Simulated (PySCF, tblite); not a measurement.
# C₆H₁₆N₂Si: geometry, infrared bands and NMR shifts

What infrared bands and NMR shifts should C₆H₁₆N₂Si (`C[C@H]1CCNN1[SiH](C)C`) show?

Programs: tblite 0.8.0 and PySCF 2.14.0, with density-fitted response routines of our own. Each step states its level of theory. These are calculated values for one molecule in the gas phase, unless marked as measured. Atoms count from 0, in the outputs and in this text.

## (1) The starting structure

25 atoms, charge 0, multiplicity 1; geometry from: force field or distance geometry start.

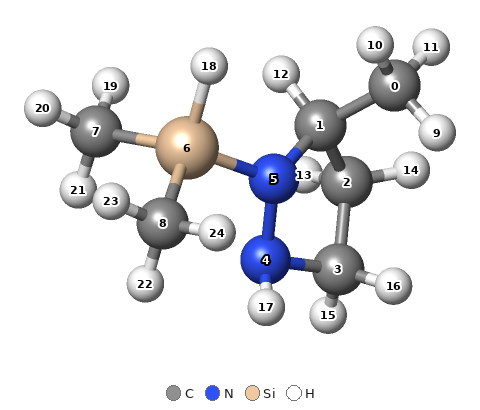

As it starts; carbon grey, nitrogen blue, silicon light orange, hydrogen white, atoms numbered.

## (2) Relaxing the molecule with GFN2-xTB

Job settings and geometry (Å):

```
{"job": {"kind": "relax", "xc": "GFN2-xTB", "basis": "xTB"}, "charge": 0, "multiplicity": 1}
C     -1.980200     0.682600     1.462500
C     -1.247300    -0.342000     0.608000
C     -2.101700    -0.873800    -0.518900
C     -1.601100    -0.126600    -1.744400
N     -0.173900    -0.004500    -1.448600
N     -0.079900     0.282200    -0.033700
Si     1.532000     0.236200     0.587900
C      2.231500    -1.478700     0.493700
C      2.616300     1.458900    -0.281400
H     -2.319800     1.540300     0.866500
H     -1.360700     1.061400     2.273300
H     -2.882800     0.233600     1.919100
H     -0.962200    -1.190100     1.268600
H     -1.934600    -1.947700    -0.651800
H     -3.186300    -0.704800    -0.366200
H     -1.784400    -0.684500    -2.650300
H     -2.067000     0.857500    -1.816100
H      0.204200     0.757300    -2.021700
H      1.433100     0.624500     2.026000
H      1.596700    -2.197200     1.028700
H      3.220800    -1.520900     0.938800
H      2.307400    -1.815100    -0.548000
H      2.733400     1.217900    -1.328500
H      3.603500     1.482600     0.163300
H      2.192000     2.475200    -0.217700
```

Started as:

```
OMP_NUM_THREADS=1 python probes_run.py task.json out
```

One launch serves the whole session: the jobs run in the order shown.

**Question.** This job is followed by: GFN2-xTB harmonic vibrations, gas phase; GIAO PBE0/pcSseg-1 NMR shielding, non-relativistic, gas phase. What will the session give for the following? strongest single infrared mode (GFN2-xTB); zero-point energy (GFN2-xTB); ¹³C shifts against TMS (PBE0/pcSseg-1); ¹H shifts against TMS (PBE0/pcSseg-1, means over atoms taken as alike); ¹⁵N shifts against NH3 (PBE0/pcSseg-1); ²⁹Si shifts against TMS (PBE0/pcSseg-1).

As calculated:

| quantity | value |
| --- | --- |
| strongest single infrared mode (GFN2-xTB) | 2159 cm⁻¹, 357 km/mol |
| zero-point energy (GFN2-xTB) | 134.8 kcal/mol |
| ¹³C shifts against TMS (PBE0/pcSseg-1) | 56.0, 55.3, 41.1, 24.7, -0.9, -2.5 ppm |
| ¹H shifts against TMS (PBE0/pcSseg-1, means over atoms taken as alike) | 4.98, 3.45, 3.03, 3.01, 2.50, 2.25, 1.27, 1.06, 0.30, -0.06 ppm |
| ¹⁵N shifts against NH3 (PBE0/pcSseg-1) | 110.4, 105.3 ppm |
| ²⁹Si shifts against TMS (PBE0/pcSseg-1) | -13.6 ppm |

**Reading.** The optimisation took 212 steps and gained 0.398 eV; among the close pairs (by a distance rule), Si6–C7 changed most, from 1.854 to 1.911 Å. No mode is imaginary among the 69: a minimum at this level. The strongest single mode, at 2159 cm⁻¹, moves mainly H18. GFN2-xTB is a fitted tight-binding method: band positions and strengths are rough. Its intensities can rank the bands wrongly.
